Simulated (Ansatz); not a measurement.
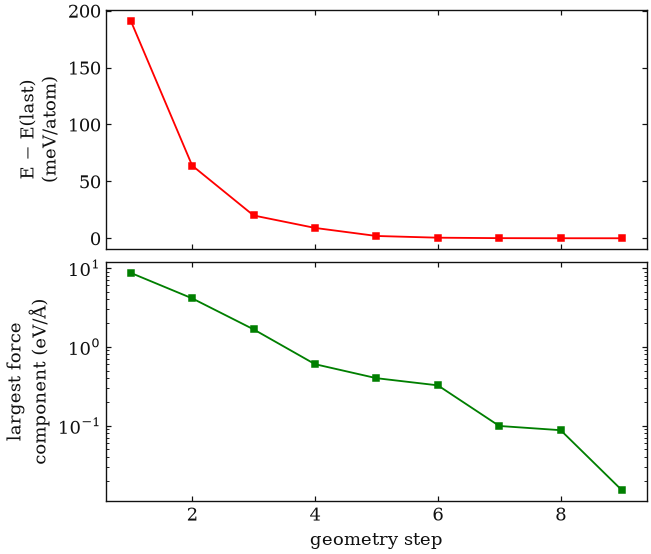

History of a geometry optimisation. Only the atoms move.

System: RbZn15O16 (defect cell, 32 atoms in the cell, total charge −1).
Method: DFT, PBE, plane-wave PAW, default files, scalar-relativistic in Ansatz; cutoff 420 eV, 3×3×2 k-mesh, Fermi–Dirac smearing of 0.01 eV.

**How did it end, and what did it gain?**

The optimisation met its thresholds at geometry 9, counting the start as the first. The energy fell by about 190 meV/atom from the first step to the last. The largest force component goes from about 8.6 eV/Å at the start to 0.015 eV/Å at the end.
